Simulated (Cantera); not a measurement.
A closed system holds: 1 mol Cr, 1.7 mol N₂O, 480 mol H₂, 0.073 mol O₂, held at 3.00 mbar.

Method: chemical equilibrium by Gibbs-energy minimisation in Cantera with the NASA 1993 tables (ideal gas, pure condensed phases). Candidate condensed phases: Cr, CrN, Cr₂N, Cr₂O₃, H₂O; 29 gas species. Mutual solubility and eutectic melting of coexisting phases are not modelled. Rates play no part.

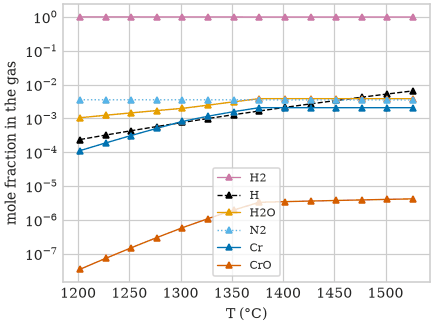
Equilibrium gas composition (values under 1e-9 drawn at 1e-9)

### Question
Read off the mole fractions at 1327 °C.

### Answer
H₂ about 0.99, N₂ about 0.0035, H₂O about 0.0025, Cr about 0.0012, H about 0.00099, CrO about 1.1e-6.
